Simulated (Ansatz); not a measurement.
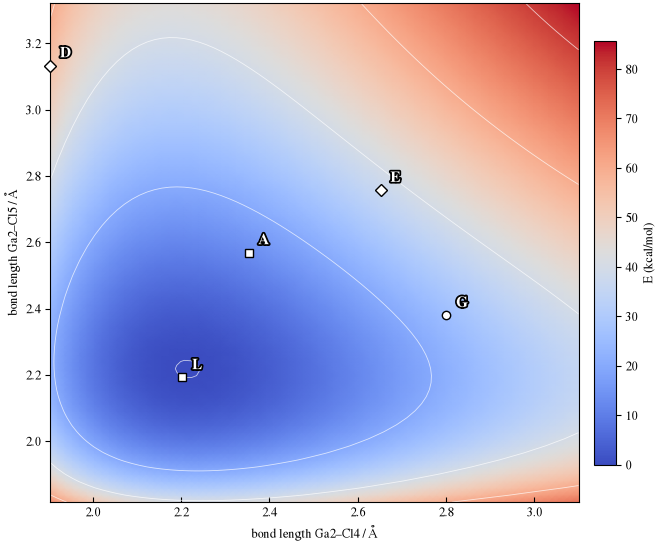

Cl4Ga, SMILES [Cl][Ga-]([Cl])([Cl])[Cl], charge −1. 
- The first coordinate is: bond length Ga2–Cl4; the second: bond length Ga2–Cl5.
- Nothing is relaxed (all other coordinates rigid).
- The grid has 9 × 9 points.
- Energies are in kcal/mol, from the lowest grid point.
- The reference is spin-restricted, which grows unreliable where a bond is stretched far.
- Computed with RKS PBE0-D4/def2-SVPD in Ansatz 0.2.0.

In the figure: a smooth colour map with a few white contour lines, lettered points. Between grid points the surface is interpolated.

> Is G the lowest point of the computed grid?

No. G lies 26 kcal/mol above the lowest grid point, which is at bond length Ga2–Cl4 = 2.203 Å, bond length Ga2–Cl5 = 2.192 Å.

> Rank the lettered points by energy, lowest first.

L (0 kcal/mol), A (13 kcal/mol), G (26 kcal/mol), E (37 kcal/mol), D (55 kcal/mol).

> What kind of point is each of A, E, G, L: minimum, saddle, maximum or slope?

A: on a slope; E: on a slope; G: on a slope; L: minimum. (In these two coordinates alone; a stationary point may lie a little off the grid point.)
